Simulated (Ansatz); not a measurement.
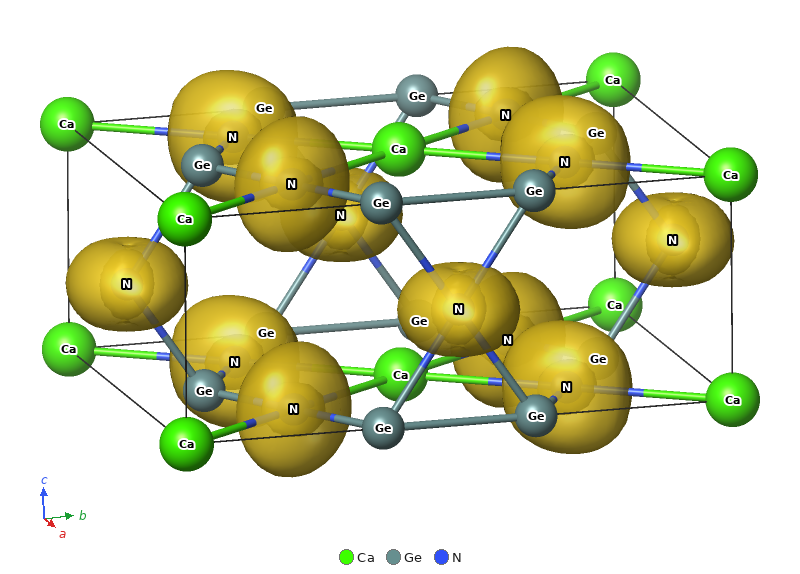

Figure. CaGe₂N₃. Isosurface of the electron localisation function at 0.7 (yellow), seen slightly off an axis. Core shells and regions of very low density are left out. Sticks mark near contacts.

Space group C2/m; a structure generated by program, which may or may not match a known phase; computed without spin polarisation.

These are results of DFT PBE, scalar-relativistic, plane waves, PAW (Ansatz 0.2.0), not measurements.

In a PAW calculation such maps are meaningful between the atoms, not at the nuclei.

```
CELL_PARAMETERS angstrom
5.96267 0.00000 0.24664
0.00000 8.80842 0.00000
-0.24286 0.00000 3.55035
ATOMIC_POSITIONS crystal
Ca 0.00000 0.00000 0.00000
Ca 0.50000 0.50000 0.00000
Ge 0.00000 0.63983 0.00000
Ge 0.50000 0.13983 0.00000
Ge 0.00000 0.36017 0.00000
Ge 0.50000 0.86017 0.00000
N 0.00000 0.50000 0.50000
N 0.50000 0.00000 0.50000
N 0.25000 0.25000 0.00000
N 0.75000 0.75000 0.00000
N 0.25000 0.75000 0.00000
N 0.75000 0.25000 0.00000
```

What do the ELF domains correspond to?

The ELF exceeds this value in six regions wrapped around N (the valence shell of each), counted in one cell of 12 atoms. Regions shared between cells count once. Along the contacts the grid gives the following. Ge–N (1.78 Å): the ELF peaks at about 0.80 in the valence shell of N, 0.6 Å from its nucleus, and is about 0.55 at the midpoint. Ge–Ge (2.46 Å): the ELF reaches about 0.55 near the midpoint.
